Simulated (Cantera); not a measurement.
Charge: 1 mol B2H6, 5.2 mol NH3, 23 mol H2, at 930 Pa.

Method: chemical equilibrium by Gibbs-energy minimisation in Cantera with the NASA 1993 tables (ideal gas, pure condensed phases). Candidate condensed phases: B, BN; 15 gas species. The feed counts by its element totals alone. The tables' values for BH2 are old estimates; treat these amounts as uncertain. Kinetics and transport are ignored.

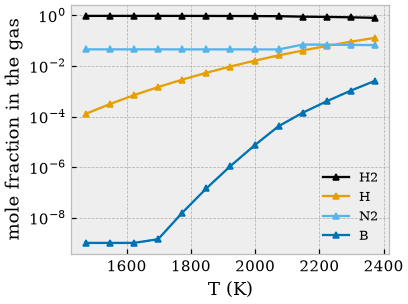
Figure. Equilibrium gas composition (values under 1e-9 drawn at 1e-9)

Problem. Read off the mole fractions at 2298 K.

Solution. H2 about 0.84, H about 0.091, N2 about 0.068, B about 0.0011.
